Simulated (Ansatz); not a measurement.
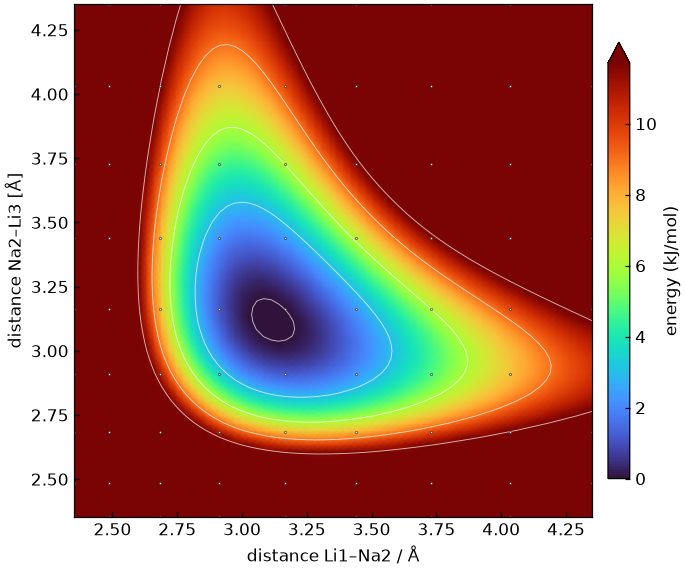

The system Li + NaLi, spin multiplicity 2. The first coordinate is: distance Li1–Na2; the second: distance Na2–Li3. Nothing is relaxed (the angle Li1–Na2–Li3 is fixed at 180 degrees). The grid has 9 × 9 points; 45 points were computed and 36 follow by symmetry. Energies: kJ/mol, counted from the lowest grid point. In part of the range the unrestricted reference is strongly spin-contaminated. Theory: Ansatz 0.2.0, UHF-CCSD(T), frozen core/def2-TZVPD.

In the figure: a smooth colour map with a few white contour lines, dots at the grid points, one colour for all values above the top of the scale. Between grid points the surface is interpolated.

### Estimate the position of the minimum and the force constants in these coordinates.

The interpolated minimum is at distance Li1–Na2 ≈ 3.116 Å, distance Na2–Li3 ≈ 3.116 Å. The curvatures there are about 0.59 eV/Å² and 0.59 eV/Å², with a cross term of about 0.2 eV/Å². Round the minimum the valley is somewhat tilted: raising distance Li1–Na2 shifts the best value of distance Na2–Li3 downwards (coupling k₁₂/√(k₁₁k₂₂) about 0.3). (1 eV is 96.5 kJ/mol.)
